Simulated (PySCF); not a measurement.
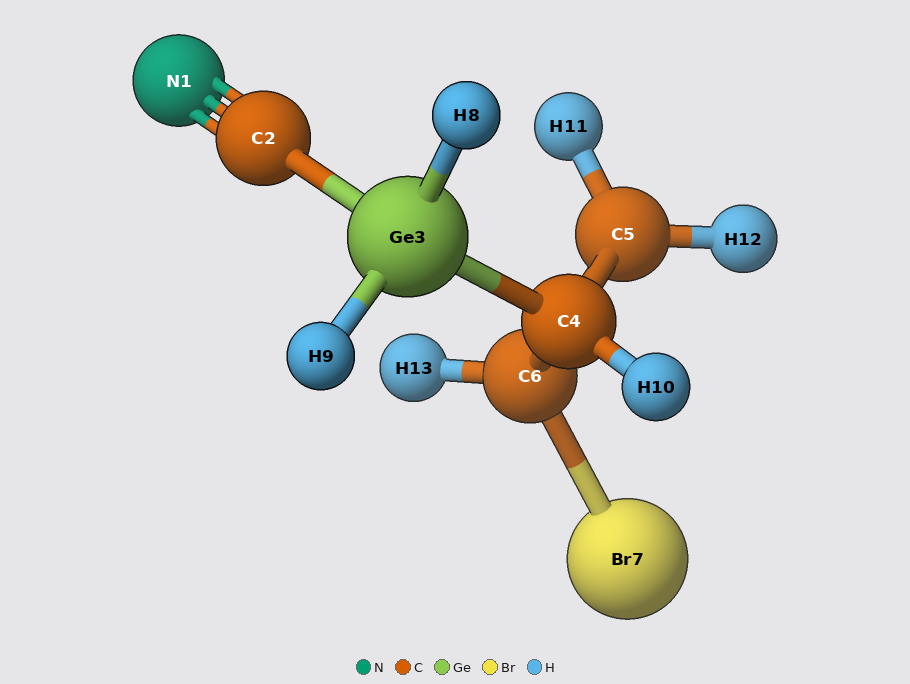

Computed geometry: GFN2-xTB optimisation. No frequency run is at hand to confirm it as a minimum. Properties computed with B3LYP/pcJ-1 (pcSseg-1 on Br) (pcSseg-1 on Ge) indirect spin-spin coupling, non-relativistic, gas phase (PySCF 2.14.0). Isotopes: 13C, 1H, 15N.

Give the spin–spin coupling constants of these pairs, with the number of bonds between them: N1/C2, N1/H8, N1/H9.

| pair | bonds apart | J (Hz) |
| --- | --- | --- |
| N1, C2 | 1 | −14.7 |
| N1, H8 | 3 | −1.0 |
| N1, H9 | 3 | −1.0 |

The geometry is semi-empirical. Around Br, Ge such bond lengths and angles can be off by a tenth of an ångström or more and by several degrees, and values that hang on the shape move with them.
